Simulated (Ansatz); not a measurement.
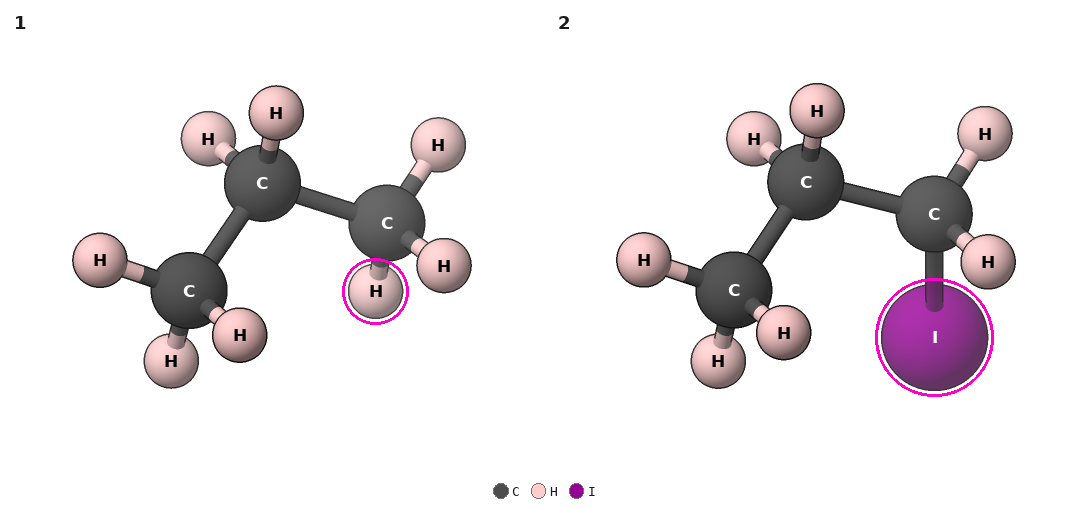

2 molecules with one skeleton, seen from the same side and at one scale; the atom that differs is circled. Each species is neutral and a spin singlet. Computed geometries: PBE0-D4/def2-TZVP optimisations, one conformation each. Properties computed with Ansatz 0.2.0. Elements past Kr carry core potentials.

One atom differs, called X below: H in panel 1, I in panel 2. Their formulas are C3H8 (`CCC`), C3H7I (`CCCI`).

In which is the HOMO–LUMO gap larger (PBE-D4/def2-TZVPP)?

Answer. In panel 1 (X = H).

In which is the HOMO energy (Kohn–Sham orbital) higher (PBE-D4/def2-TZVPP)?

Answer. In panel 2 (X = I).

Give the values. With PBE0-D4/def2-TZVP: length of X–C (Å), mean angle X–C–H (°). With PBE-D4/def2-TZVPP: dipole moment (D), HOMO energy (Kohn–Sham orbital) (eV), HOMO–LUMO gap (eV).

| quantity | 1 (H) | 2 (I) | 2 − 1 |
| --- | --- | --- | --- |
| length of X–C (Å) | 1.094 | 2.153 | +1.059 |
| mean angle X–C–H (°) | 107.6 | 104.5 | −3.1 |
| dipole moment (D) | 0.09 | 2.03 | +1.94 |
| HOMO energy (Kohn–Sham orbital) (eV) | −7.70 | −6.01 | +1.69 |
| HOMO–LUMO gap (eV) | 8.22 | 4.45 | −3.77 |
